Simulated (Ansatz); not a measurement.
## Electronic structure of AlBH6 in real space

Input

```
crystal:
  lattice:
    - [3.40356954, 0.0, 0.0]
    - [0.0, 3.40356954, 0.0]
    - [0.0, 0.0, 6.79461237]
  atoms:
    - { symbol: Al, position: [0.0, 0.0, 0.0] }
    - { symbol: B, position: [0.0, 0.0, 0.5] }
    - { symbol: H, position: [0.5, 0.5, 0.0] }
    - { symbol: H, position: [0.5, 0.5, 0.5] }
    - { symbol: H, position: [0.5, 0.0, 0.25699113] }
    - { symbol: H, position: [0.5, 0.0, 0.74300887] }
    - { symbol: H, position: [0.0, 0.5, 0.25699113] }
    - { symbol: H, position: [0.0, 0.5, 0.74300887] }
kpoints:
  mp_grid: { grid: [6, 6, 4] }
hamiltonian:
  xc: pbesol
scf:
  occupations: { method: fermi_dirac, width: 0.03 }
relax:
  f_tol: 0.01
  cell: {}
  max_steps: 120
output:
  write_density: true
  write_potential: true
  elf: true
  volumetric_format: npy
```

Run with:

```sh
ansatz run input.yaml --threads 4 --pin off --max-ram 4608MiB --backend cpu --events-out ev --progress --plain --runs-dir out
```

Below, planes, directions and counts refer to the conventional cell (a = 2.89 Å, b = 2.89 Å, c = 4.64 Å, α = 90.00°, β = 90.00°, γ = 90.00°).

The fields are those of the run's last geometry, not of the input's.

Space group P4/mmm; a structure from a database of computed crystals, not necessarily the ambient phase; started from the AlSiNi6-123 prototype, which need not be the ambient phase.

Theory: DFT, PBEsol, plane waves, PAW in Ansatz 0.2.0.

In a PAW calculation such maps are meaningful between the atoms, not at the nuclei.

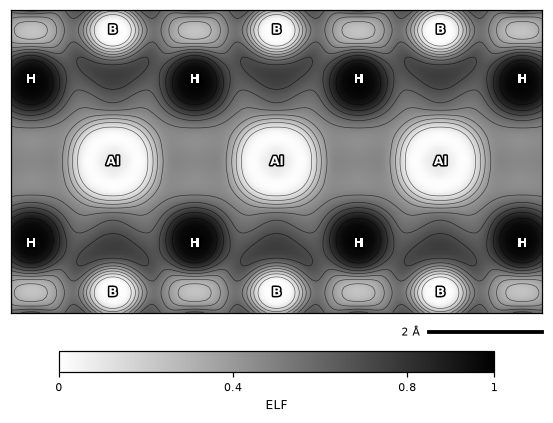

Figure 1. Electron localisation function on the (100) plane of the conventional cell.

### What does the map show?

- The plane passes through Al, B and H nuclei.
- Al–H (2.05 Å): the ELF climbs to about 1 towards the hydrogen.
- Al–B (2.32 Å): the ELF peaks at about 0.75 in the valence shell of B, 0.8 Å from its nucleus, and is about 0.65 at the midpoint.

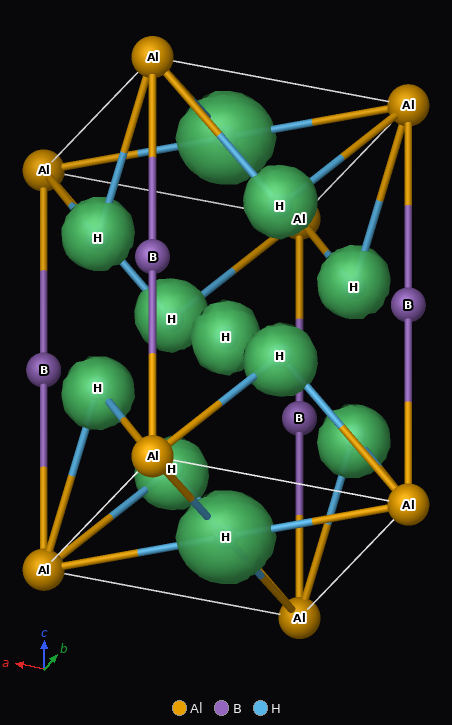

Figure 2. Isosurface of the ELF at 0.9 (green), seen at an oblique angle. Only the valence region is drawn (cores and ρ < 0.01 e/Å³ removed). Sticks mark near contacts.

### Describe the localisation domains.

At this value the surface marks out six regions around hydrogen nuclei, counted in one cell of 8 atoms. Any copies at cell faces, edges or corners count once.
